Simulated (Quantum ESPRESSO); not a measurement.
# GaP (F-43m): modes at Γ and the response to a field, part 2 of 2

Which modes does GaP (F-43m) have at the zone centre?

Quantum ESPRESSO 7.5; DFT LDA, scalar-relativistic, plane waves, PseudoDojo norm-conserving pseudopotentials.

So far, gap on the k-mesh (eV): step 2 (a probe with smearing) 1.50; step 3 (relaxation) 1.44. The relaxed cell has a = 5.387 Å (conventional setting).

## Step 5: Zone-centre response

At q = 0 one unit cell holds all displacements; symmetry groups them into irreducible representations that are solved one by one. The response to a field gives ε∞ and the Born charges, which polar modes need.

Contents of ph.in:

```
phonons
 &inputph
    prefix='x',
    outdir='./tmp',
    fildyn='g.dyn',
    tr2_ph=1.0d-18,
    epsil=.true.,
 /
0.000000000000 0.000000000000 0.000000000000
```

Launch:

```console
> OMP_NUM_THREADS=1 mpirun -n 4 ph.x -nk 4 -in ph.in > ph.out
```

Log:

```text
[banners, grids, parts of the stress and lines that vanish by symmetry left out]
[banner, memory and clock lines left out]
Program PHONON v.7.5

     ./tmp/x.save/

     IMPORTANT: XC functional enforced from input :
     Exchange-correlation= PW
                           (   1   4   0   0   0   0   0)
     Any further DFT definition will be discarded
     Please, verify this is what you really want

     G-vector sticks info

     Reading collected, re-writing distributed wavefunctions in ./tmp/

     Number and degeneracy of irreps per q-point
       N         xq(1)         xq(2)         xq(3)   N irreps
       1   0.000000000   0.000000000   0.000000000       2
        3   3

     Calculation of q =    0.0000000   0.0000000   0.0000000

     phonons

     bravais-lattice index     =            2
     lattice parameter (alat)  =      10.1806  a.u.
     unit-cell volume          =     263.7881 (a.u.)^3
     number of atoms/cell      =            2
     number of atomic types    =            2
     kinetic-energy cut-off    =      88.0000  Ry
     charge density cut-off    =     352.0000  Ry
     convergence threshold     =      1.0E-18
     beta                      =       0.7000
     number of iterations used =            4
     Exchange-correlation= PW
                           (   1   4   0   0   0   0   0)

     celldm(1)=   10.18056  celldm(2)=    0.00000  celldm(3)=    0.00000
     celldm(4)=    0.00000  celldm(5)=    0.00000  celldm(6)=    0.00000

     crystal axes: (cart. coord. in units of alat)
               a(1) = ( -0.5000  0.0000  0.5000 )
               a(2) = (  0.0000  0.5000  0.5000 )
               a(3) = ( -0.5000  0.5000  0.0000 )

     reciprocal axes: (cart. coord. in units 2 pi/alat)
               b(1) = ( -1.0000 -1.0000  1.0000 )
               b(2) = (  1.0000  1.0000  1.0000 )
               b(3) = ( -1.0000  1.0000 -1.0000 )

     Atoms inside the unit cell:

     Cartesian axes

     site n.  atom      mass           positions (alat units)
        1  Ga     69.7230   tau(    1) = (    0.00000    0.00000    0.00000  )
        2  P      30.9738   tau(    2) = (   -0.25000    0.25000    0.25000  )

     Computing dynamical matrix for
                    q = (   0.0000000   0.0000000   0.0000000 )

     25 Sym.Ops. (with q -> -q+G )

     G cutoff =  924.1157  (  29603 G-vectors)     FFT grid: ( 45, 45, 45)
     number of k points=    29
                       cart. coord. in units 2pi/alat
        k(    1) = (   0.0000000   0.0000000   0.0000000), wk =   0.0039062
        k(    2) = (  -0.1250000   0.1250000  -0.1250000), wk =   0.0312500
        k(    3) = (  -0.2500000   0.2500000  -0.2500000), wk =   0.0312500
        [... further k-points left out ...]

     PseudoPot. # 1 for Ga read from file:
     ./pseudo/Ga.upf
     Pseudo is Norm-conserving + core correction, Zval = 13.0
     Using radial grid of 1858 points,  6 beta functions with:
                l(1) =   0
                l(2) =   0
                l(3) =   1
                l(4) =   1
                l(5) =   2
                l(6) =   2

     PseudoPot. # 2 for P  read from file:
     ./pseudo/P.upf
     Pseudo is Norm-conserving + core correction, Zval =  5.0
     Using radial grid of 1298 points,  6 beta functions with:
                l(1) =   0
                l(2) =   0
                l(3) =   1
                l(4) =   1
                l(5) =   2
                l(6) =   2

     Mode symmetry, T_d (-43m)  point group:

     Electric field:
     Dielectric constant
     Born effective charges as d Force / d E

     Atomic displacements:
     There are    2 irreducible representations

     Representation     1      3 modes -  To be done

     Representation     2      3 modes -  To be done

     Alpha used in Ewald sum =   2.8000

     Electric Fields Calculation

      iter #   1   av.it.:   8.6
      thresh= 1.000E-02 alpha_mix =  0.700 |ddv_scf|^2 =  8.080E-08

      iter #   2   av.it.:  16.6
      thresh= 2.843E-05 alpha_mix =  0.700 |ddv_scf|^2 =  5.938E-09

      iter #   3   av.it.:  16.4
      thresh= 7.706E-06 alpha_mix =  0.700 |ddv_scf|^2 =  5.089E-11

      iter #   4   av.it.:  17.4
      thresh= 7.134E-07 alpha_mix =  0.700 |ddv_scf|^2 =  4.524E-12

      iter #   5   av.it.:  17.1
      thresh= 2.127E-07 alpha_mix =  0.700 |ddv_scf|^2 =  1.497E-13

      iter #   6   av.it.:  15.8
      thresh= 3.869E-08 alpha_mix =  0.700 |ddv_scf|^2 =  2.797E-15

      iter #   7   av.it.:  16.7
      thresh= 5.289E-09 alpha_mix =  0.700 |ddv_scf|^2 =  7.612E-17

      iter #   8   av.it.:  17.4
      thresh= 8.725E-10 alpha_mix =  0.700 |ddv_scf|^2 =  9.066E-20

     End of electric fields calculation

          Dielectric constant in cartesian axis

          (      11.587027039      -0.000000000       0.000000000 )
          (      -0.000000000      11.587027039       0.000000000 )
          (      -0.000000000       0.000000000      11.587027039 )

          Effective charges (d Force / dE) in cartesian axis without acoustic sum rule applied (asr)

           atom    1  Ga    Mean Z*:        2.04118
      Ex  (        2.04118       -0.00000        0.00000 )
      Ey  (        0.00000        2.04118        0.00000 )
      Ez  (       -0.00000       -0.00000        2.04118 )
           atom    2  P     Mean Z*:       -2.16044
      Ex  (       -2.16044       -0.00000        0.00000 )
      Ey  (       -0.00000       -2.16044        0.00000 )
      Ez  (        0.00000        0.00000       -2.16044 )

          Effective charges Sum: Mean:       -0.11926
             -0.11926       -0.00000        0.00000
             -0.00000       -0.11926        0.00000
              0.00000        0.00000       -0.11926

          Effective charges (d Force / dE) in cartesian axis with asr applied:
           atom    1  Ga    Mean Z*:        2.10081
      E*x (        2.10081       -0.00000       -0.00000 )
      E*y (        0.00000        2.10081       -0.00000 )
      E*z (       -0.00000       -0.00000        2.10081 )
           atom    2  P     Mean Z*:       -2.10081
      E*x (       -2.10081        0.00000        0.00000 )
      E*y (       -0.00000       -2.10081        0.00000 )
      E*z (        0.00000        0.00000       -2.10081 )

     Representation #   1 modes #   1   2   3

     Self-consistent Calculation

      iter #   1   av.it.:   7.8
      thresh= 1.000E-02 alpha_mix =  0.700 |ddv_scf|^2 =  4.598E-08

      iter #   2   av.it.:  16.7
      thresh= 2.144E-05 alpha_mix =  0.700 |ddv_scf|^2 =  3.744E-09

      iter #   3   av.it.:  16.7
      thresh= 6.119E-06 alpha_mix =  0.700 |ddv_scf|^2 =  6.051E-11

      iter #   4   av.it.:  17.3
      thresh= 7.779E-07 alpha_mix =  0.700 |ddv_scf|^2 =  6.737E-12

      iter #   5   av.it.:  17.2
      thresh= 2.596E-07 alpha_mix =  0.700 |ddv_scf|^2 =  2.457E-14

      iter #   6   av.it.:  16.8
      thresh= 1.567E-08 alpha_mix =  0.700 |ddv_scf|^2 =  1.746E-16

[...]
End of self-consistent calculation

     Convergence has been achieved

     Representation #   2 modes #   4   5   6

     Self-consistent Calculation

[...]
iter #   3   av.it.:  17.6
      thresh= 8.680E-05 alpha_mix =  0.700 |ddv_scf|^2 =  6.709E-10

      iter #   4   av.it.:  17.6
      thresh= 2.590E-06 alpha_mix =  0.700 |ddv_scf|^2 =  1.539E-11

      iter #   5   av.it.:  17.2
      thresh= 3.923E-07 alpha_mix =  0.700 |ddv_scf|^2 =  1.993E-13

      iter #   6   av.it.:  17.1
      thresh= 4.465E-08 alpha_mix =  0.700 |ddv_scf|^2 =  5.090E-15

      iter #   7   av.it.:  16.6
      thresh= 7.134E-09 alpha_mix =  0.700 |ddv_scf|^2 =  1.674E-16

      iter #   8   av.it.:  17.3
      thresh= 1.294E-09 alpha_mix =  0.700 |ddv_scf|^2 =  2.774E-18

      iter #   9   av.it.:  16.9
      thresh= 1.666E-10 alpha_mix =  0.700 |ddv_scf|^2 =  5.280E-20

     End of self-consistent calculation

     Convergence has been achieved

     Number of q in the star =    1
     List of q in the star:
          1   0.000000000   0.000000000   0.000000000

          Dielectric constant in cartesian axis

          (      11.587027039      -0.000000000       0.000000000 )
          (      -0.000000000      11.587027039       0.000000000 )
          (      -0.000000000       0.000000000      11.587027039 )

          Effective charges (d Force / dE) in cartesian axis without acoustic sum rule applied (asr)

           atom    1  Ga    Mean Z*:        2.04118
      Ex  (        2.04118       -0.00000        0.00000 )
      Ey  (        0.00000        2.04118        0.00000 )
      Ez  (       -0.00000       -0.00000        2.04118 )
           atom    2  P     Mean Z*:       -2.16044
      Ex  (       -2.16044       -0.00000        0.00000 )
      Ey  (       -0.00000       -2.16044        0.00000 )
      Ez  (        0.00000        0.00000       -2.16044 )

          Effective charges Sum: Mean:       -0.11926
             -0.11926       -0.00000        0.00000
             -0.00000       -0.11926        0.00000
              0.00000        0.00000       -0.11926

          Effective charges (d Force / dE) in cartesian axis with asr applied:
           atom    1  Ga    Mean Z*:        2.10081
      E*x (        2.10081       -0.00000       -0.00000 )
      E*y (        0.00000        2.10081       -0.00000 )
      E*z (       -0.00000       -0.00000        2.10081 )
           atom    2  P     Mean Z*:       -2.10081
      E*x (       -2.10081        0.00000        0.00000 )
      E*y (       -0.00000       -2.10081        0.00000 )
      E*z (        0.00000        0.00000       -2.10081 )

     Diagonalizing the dynamical matrix

     q = (    0.000000000   0.000000000   0.000000000 )

 **************************************************************************
     freq (    1) =       0.094257 [THz] =       3.144084 [cm-1]
     freq (    2) =       0.094257 [THz] =       3.144084 [cm-1]
     freq (    3) =       0.094257 [THz] =       3.144084 [cm-1]
     freq (    4) =      10.950761 [THz] =     365.278079 [cm-1]
     freq (    5) =      10.950761 [THz] =     365.278079 [cm-1]
     freq (    6) =      10.950761 [THz] =     365.278079 [cm-1]
 **************************************************************************

     Mode symmetry, T_d (-43m)  point group:

     freq (   1-   3) =          3.1  [cm-1]   --> T_2  G_15 P_4   I+R
     freq (   4-   6) =        365.3  [cm-1]   --> T_2  G_15 P_4   I+R
```

The job ended after 2.8 min (4 MPI ranks of Arm Neoverse V2, shared host; 11 min of CPU time).

This step gave:

```
miss of the charge sum rule                                       : 0.1193 e
largest acoustic frequency at the zone centre before the sum rule : 3.14 cm⁻¹
highest optical zone-centre mode (no LO-TO term)                  : 365.3 cm⁻¹
lowest optical zone-centre mode                                   : 365.3 cm⁻¹
mean high-frequency dielectric constant                           : 11.59
largest Born charge in size (third of the trace)                  : 2.160 e
```

Born charge (rows field, columns displacement), before the sum rule (e), principal values of the symmetric part by kind of site:

```csv
atom,atoms with these values,low,middle,high,mean
Ga1,1,2.04,2.04,2.04,2.04
P2,1,-2.16,-2.16,-2.16,-2.16
```

In full for Ga1:

```
2.04 0.00 0.00
0.00 2.04 0.00
0.00 0.00 2.04
```

High-frequency dielectric tensor:

```
11.59  0.00  0.00
 0.00 11.59  0.00
 0.00  0.00 11.59
```

The acoustic modes at Γ come out as far as 3.1 cm⁻¹ from zero, where they should vanish, a small numerical error; the Born charges miss their sum rule by 0.12 e, too much: mesh or cutoff is short for the field response.

## Step 6: Zone-centre analysis

A rigid shift of the crystal must cost nothing, but grids and finite bases break this; the acoustic sum rule is imposed before the matrix is diagonalised again. With Born charges the intensities follow, and the static dielectric tensor.

Contents of dynmat.in:

```
 &input
    fildyn='g.dyn',
    asr='simple',
    fileig='dynmat.eig',
    lperm=.true.,
 /
```

Launch:

```console
> dynmat.x -in dynmat.in > dynmat.out
```

Log:

```text
[banner, memory and clock lines left out]
Program DYNMAT v.7.5

     Reading Dynamical Matrix from file g.dyn
     ...Force constants read
     ...epsilon and Z* read
     A direction for q was not specified:TO-LO splitting will be absent

     Polarizability (A^3 units)
     multiply by 0.220799 for Clausius-Mossotti correction
        32.932348   -0.000000   -0.000000
        -0.000000   32.932348    0.000000
         0.000000    0.000000   32.932348

     IR activities are in (D/A)^2/amu units

# mode   [cm-1]    [THz]      IR
    1     -0.00   -0.0000    0.0000
    2      0.00    0.0000    0.0000
    3      0.00    0.0000    0.0000
    4    365.27   10.9506    4.7478
    5    365.27   10.9506    4.7478
    6    365.27   10.9506    4.7478

Electronic dielectric permittivity tensor (relative, adimensional)
        11.587027   -0.000000   -0.000000
        -0.000000   11.587027    0.000000
         0.000000    0.000000   11.587027

 ... with zone-center polar mode contributions
        13.528583   -0.000000   -0.000000
        -0.000000   13.528583    0.000000
        -0.000000    0.000000   13.528583
```

Wall time 0.46 s (1 thread).

This step gave:

```yaml
mean_static_dielectric_constant: 13.53
```

Unit eigenvectors of the mass-weighted matrix after the sum rule; no LO-TO term. The modes at Γ (shares of kinetic energy by element, %):

| mode | frequency (cm⁻¹) | symmetry | Ga % | P % |
| --- | --- | --- | --- | --- |
| 1 | 0.0 | acoustic | 69 | 31 |
| 2 | 0.0 | acoustic | 69 | 31 |
| 3 | 0.0 | acoustic | 69 | 31 |
| 4 | 365.3 | T2 | 31 | 69 |
| 5 | 365.3 | T2 | 31 | 69 |
| 6 | 365.3 | T2 | 31 | 69 |

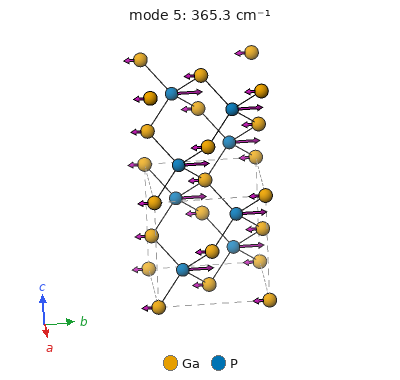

Displacement patterns of mode 5 at Γ; arrows are exaggerated. Bonds to atoms that aren't drawn are left out. 1×1×2 conventional cells are drawn. Some periodic images of atoms are drawn too.

Degenerate modes summed, no LO-TO term. Lines of the infrared spectrum (strongest = 100):

```csv
position (cm⁻¹),lines merged,label,"IR intensity, relative"
365,3,T2,100
```

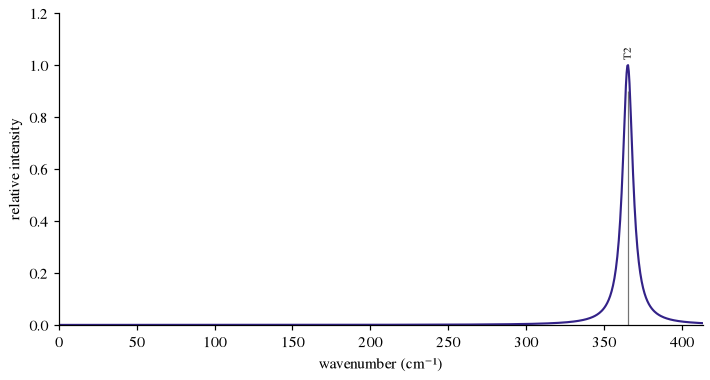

The infrared spectrum, broadened with Lorentzians of width 8 cm⁻¹; bars mark the lines.

Static dielectric tensor (ions relaxed, fixed cell):

```
13.53  0.00  0.00
 0.00 13.53  0.00
 0.00  0.00 13.53
```

The rule moves no optical mode by more than 0.1 cm⁻¹.

## Step 7: Modes along a direction of q (1 0 0)

A longitudinal polar mode sets up a macroscopic field that stiffens it; the term hangs on the direction from which q goes to zero.

Contents of dynmat.in:

```
 &input
    fildyn='g.dyn',
    asr='simple',
    fileig='dynmat.eig',
    q(1)=1.0,
    q(2)=0.0,
    q(3)=0.0,
 /
```

Launch:

```console
> dynmat.x -in dynmat.in > dynmat.out
```

Log:

```text
[banner, memory and clock lines left out]
Program DYNMAT v.7.5

     Reading Dynamical Matrix from file g.dyn
     ...Force constants read
     ...epsilon and Z* read

     Polarizability (A^3 units)
     multiply by 0.220799 for Clausius-Mossotti correction
        32.932348   -0.000000   -0.000000
        -0.000000   32.932348    0.000000
         0.000000    0.000000   32.932348

     IR activities are in (D/A)^2/amu units

# mode   [cm-1]    [THz]      IR
    1     -0.00   -0.0000    0.0000
    2      0.00    0.0000    0.0000
    3      0.00    0.0000    0.0000
    4    365.27   10.9506    4.7478
    5    365.27   10.9506    4.7478
    6    394.69   11.8325    4.7478
```

It took 0.45 s on 1 thread.

This step gave:

| Property | Result |
| --- | --- |
| highest mode moved by the LO-TO term | 394.7 cm⁻¹ |

Zone-centre frequencies as printed; negative means imaginary. Modes:

```
mode  frequency (cm⁻¹)
   1                 0
   2                 0
   3                 0
   4             365.3
   5             365.3
   6             394.7
```

The field moves one mode, from 365 to 395 cm⁻¹; the others stay.

## Step 8: Results

* space group after relaxation: F-43m
* volume per atom: 19.5 Å³
* gap on the k-mesh: 1.44 eV
* highest optical zone-centre mode (no LO-TO term): 365.3 cm⁻¹
* highest mode moved by the LO-TO term (probably not converged in the k mesh): 394.7 cm⁻¹
* mean high-frequency dielectric constant (probably not converged in the k mesh): 11.6
* largest Born charge in size (third of the trace) (probably not converged in the k mesh): 2.16 e
* mean static dielectric constant (probably not converged in the k mesh): 13.5
* imaginary optical modes at the zone centre (no q mesh in this session): none

**Reading.** At the LDA level the optical modes of GaP (F-43m) at the zone centre (no LO-TO term) lie at 365 cm⁻¹. Along the directions run, the highest mode that the macroscopic field moves lies at 395 cm⁻¹. Lattice motion raises the mean dielectric constant from 11.59 to 13.53. The Born charges miss their sum rule by 0.12 e, a sign that the k mesh or the cutoff is short for the field response. ε∞, the Born charges and what follows from them are probably not converged in the k mesh. The Lyddane-Sachs-Teller relation holds: (ωLO/ωTO)² is 1.17 and ε₀/ε∞ is 1.17. These are harmonic frequencies at zero temperature: anharmonic shifts and linewidths and thermal expansion are left out.

Calculation against experiment:

| quantity | measured | LDA PseudoDojo norm-conserving, Quantum ESPRESSO |
| --- | --- | --- |
| Raman mode, TO at Gamma (cm⁻¹) | 367.3 | 365 (-0.5 %) |
| infrared mode, TO at Gamma (cm⁻¹) | 366.3 | 365 (-0.3 %) |

Measured values from arxiv:2105.06662 (2021).

Verdict: The Raman mode is off by -0.5 %: good agreement. The infrared mode is off by -0.3 %: good agreement. The grades are ours: good and fair within 3 and 7 % for the Raman mode and 3 and 7 % for the infrared mode. Zero-point motion and thermal expansion (measured at up to 300 K) are not in the computed Raman mode and infrared mode. Limits of convergence are named above.

[Host names and launcher messages were left out of these logs when they were recorded.]

[Logs are printed without paths, hosts, clocks, repeated set-up lines and the standing remarks that a program may print on its own settings, such as how far it seeks lower states.]

[Hosts, paths, dates, database ids (printed as entryN), source tags and the programs' standing remarks are cut or masked in the printed files.]
